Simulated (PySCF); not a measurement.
# NMR shielding calculation of CH3F3OSi

- system: CH3F3OSi, SMILES O[Si](F)(F)CF
- method: GIAO PBE0/pcSseg-2 NMR shielding, non-relativistic, gas phase (PySCF 2.14.0)

The geometry comes from this level: PBE0-D3(BJ)/def2-SVP. Figures and captions count atoms from 1; the log counts them from 0 in places.

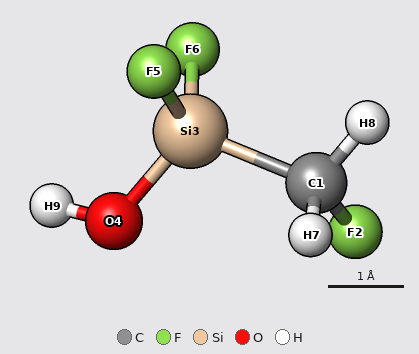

Figure 1. The structure as given in the input (ball-and-stick view, seen at a tilt; atoms are numbered from 1 in the order of the input).

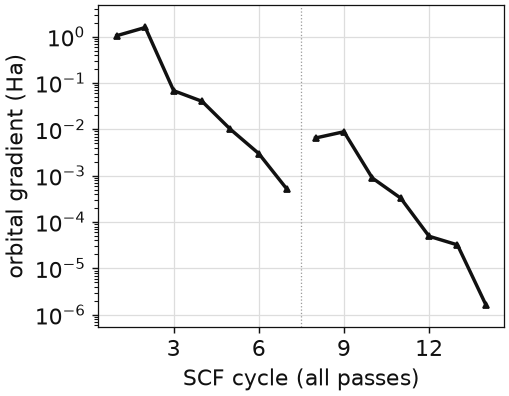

Figure 2. Convergence of the self-consistent field: orbital gradient against the SCF cycle. The dotted line marks the change from a coarse to the final integration grid. The first 7 cycles use a coarse grid, the final grid takes over at cycle 8, and the field converges after 14 cycles in all.

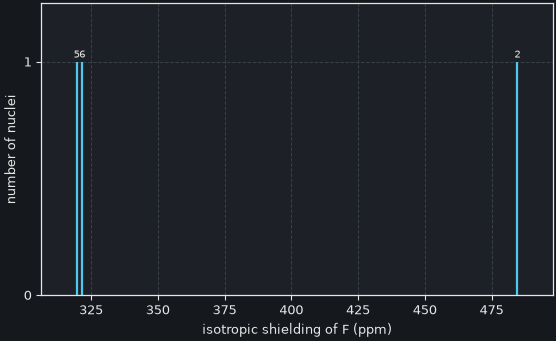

Figure 3. Isotropic shieldings of the fluorine nuclei in this fixed geometry, labelled by atom number; shielding grows to the right, so chemical shift grows to the left. The least shielded is F5 (319.6 ppm), the most shielded F2 (484.7 ppm).

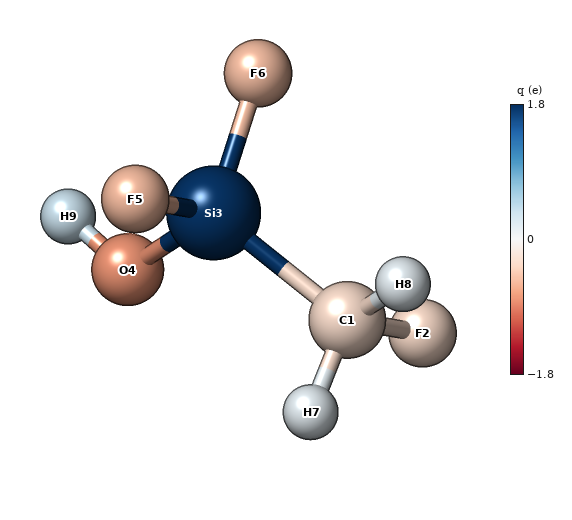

Figure 4. IAO charges, as the colour of each atom (ball-and-stick view, seen at a tilt; atoms are numbered from 1 in the order of the input). By element: C −0.30, F −0.54 to −0.32, Si +1.75, O −0.79 and H +0.17 to +0.39 e.

The input that produced these results follows, with the program's output.

The input
```
{"job": {"kind": "nmr", "xc": "PBE0", "basis": "pcSseg-2"}, "charge": 0, "multiplicity": 1}
C      1.237842    -0.272249     0.195322
F      1.892101    -0.033154    -0.989807
Si    -0.542351     0.279480     0.107192
O     -1.326419    -0.547177    -1.059280
F     -1.195426     0.017820     1.558849
F     -0.691539     1.863846    -0.144554
H      1.271680    -1.352471     0.426768
H      1.757779     0.249216     1.018718
H     -2.177849    -0.229215    -1.373212
```

The first line tells a small driver script what to run in PySCF; the rest is the geometry in Å.

Launch command:
```bash
OMP_NUM_THREADS=1 python <driver script> task.json out
```

What the program printed
```
coarse grid: 8920 points
cycle   1  E = -703.8422058692  dE =  6.217e-01  |g| = 1.051e+00  |ddm| = 2.232e+00
cycle   2  E = -703.6290687455  dE =  2.131e-01  |g| = 1.576e+00  |ddm| = 1.119e+00
cycle   3  E = -704.0147637382  dE = -3.857e-01  |g| = 6.812e-02  |ddm| = 6.948e-01
cycle   4  E = -704.0153963447  dE = -6.326e-04  |g| = 4.019e-02  |ddm| = 5.114e-02
cycle   5  E = -704.0156614273  dE = -2.651e-04  |g| = 1.001e-02  |ddm| = 1.941e-02
cycle   6  E = -704.0156740609  dE = -1.263e-05  |g| = 2.996e-03  |ddm| = 5.381e-03
cycle   7  E = -704.0156757002  dE = -1.639e-06  |g| = 5.048e-04  |ddm| = 1.849e-03
final grid: 85272 points
cycle   8  E = -704.0121020638  dE = -7.501e-05  |g| = 6.505e-03  |ddm| = 1.883e-02
cycle   9  E = -704.0120959179  dE =  6.146e-06  |g| = 8.877e-03  |ddm| = 6.828e-03
cycle  10  E = -704.0121099858  dE = -1.407e-05  |g| = 8.913e-04  |ddm| = 3.873e-03
cycle  11  E = -704.0121101020  dE = -1.161e-07  |g| = 3.283e-04  |ddm| = 6.498e-04
cycle  12  E = -704.0121101225  dE = -2.051e-08  |g| = 4.936e-05  |ddm| = 1.907e-04
cycle  13  E = -704.0121101226  dE = -1.746e-10  |g| = 3.216e-05  |ddm| = 2.891e-05
cycle  14  E = -704.0121101228  dE = -1.555e-10  |g| = 1.649e-06  |ddm| = 1.240e-05
converged SCF energy = -704.0121101228

GIAO shielding tensors (ppm)
atom      isotropic    diamagn.    paramagn.     s11        s22        s33       span
  0 C      112.032     240.625    -128.594     70.885     80.139    185.071    114.186
  1 F      484.687     464.814      19.872    432.967    487.894    533.198    100.230
  2 Si     396.915     874.157    -477.242    353.508    400.646    436.591     83.083
  3 O      277.671     385.989    -108.319    239.583    265.606    327.822     88.239
  4 F      319.631     467.537    -147.907    271.306    293.191    394.395    123.089
  5 F      321.688     467.284    -145.596    277.064    288.191    399.810    122.746
  6 H       26.729      28.650      -1.921     23.145     26.747     30.296      7.151
  7 H       26.775      28.401      -1.626     23.136     26.737     30.452      7.317
  8 H       28.792      29.840      -1.048     21.079     22.858     42.439     21.359
```

Key numbers

| quantity | value |
| --- | --- |
| outcome | converged |
| total energy | −704.012110 hartree |
| HOMO | −9.48 eV |
| LUMO | −0.01 eV |
| dipole moment | 1.07 D |
| isotropic shielding, C | 112.0 ppm |
| isotropic shielding, F | 319.6 to 484.7 ppm |
| isotropic shielding, Si | 396.9 ppm |
| isotropic shielding, O | 277.7 ppm |
| isotropic shielding, H | 26.7 to 28.8 ppm |
| hardware | 1 CPU thread, shared host |
| wall time | 28 s |
| peak memory | 0.93 GiB |
